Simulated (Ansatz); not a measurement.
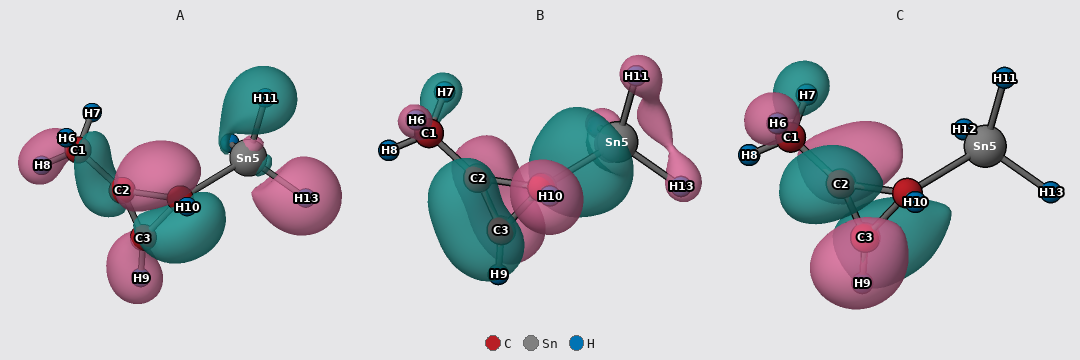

The picture shows: C4H8Sn (SMILES CC1=C[CH]1[SnH3]). Three frontier orbitals at ±0.1 Å⁻³ᐟ² (teal and pink are the two phases), in no order.

Core potentials replace the inner electrons of Sn.

Method: RKS r2SCAN-D4/def2-SVP (Ansatz).

The calculation's input:

```
crystal:
  periodic: [false, false, false]
  atoms:
    - { symbol: C, position_ang: [-1.7154, 0.9962, 0.4753] }
    - { symbol: C, position_ang: [-0.314, 0.7165, 0.468] }
    - { symbol: C, position_ang: [0.7705, -0.11968, 0.0928] }
    - { symbol: C, position_ang: [1.07685, 1.04271, 0.78952] }
    - { symbol: Sn, position_ang: [1.76412, 2.63633, -0.50372] }
    - { symbol: H, position_ang: [-1.9289, 2.0316, 0.9655] }
    - { symbol: H, position_ang: [-2.0992, 1.1013, -0.5796] }
    - { symbol: H, position_ang: [-2.2809, 0.2639, 0.9963] }
    - { symbol: H, position_ang: [1.17224, -1.08659, -0.38126] }
    - { symbol: H, position_ang: [1.28713, 0.93664, 1.8242] }
    - { symbol: H, position_ang: [1.29735, 4.16047, 0.14555] }
    - { symbol: H, position_ang: [1.07119, 2.41825, -2.10056] }
    - { symbol: H, position_ang: [3.4493, 2.51214, -0.58757] }
basis:
  gaussian: { orbitals: def2-SVP }
hamiltonian:
  xc: r2scan
  dispersion: d4
relax:
  f_tol: 0.015
  max_steps: 40
output:
  orbitals: {}
```

Launched as:

```sh
ansatz run input.yaml --threads 2 --pin off --max-ram 3072MiB --backend cpu --events-out ev --progress --plain --runs-dir out
```

The fields are those of the relaxed geometry.

### Which picture is the HOMO−1, the HOMO and the LUMO?

A is the HOMO−1 (−7.09 eV). Its weight (Hirshfeld) is mainly on C4 (about 25 %), C2 (about 15 %), Sn5 (about 15 %), H13 (about 10 %), C3 (about 10 %) and H11 (about 10 %). B is the HOMO (−5.41 eV). It lies mainly on C3 (about 25 %), C2 (about 20 %), C4 (about 20 %), Sn5 (about 20 %) and H10 (about 10 %). C is the LUMO (−0.66 eV). By Hirshfeld shares it lies mainly on C3 (about 35 %), C2 (about 30 %) and C1 (about 5 %); π-antibonding (π*) across C3–C2.

### What is the HOMO–LUMO gap?

4.75 eV between the orbital energies.
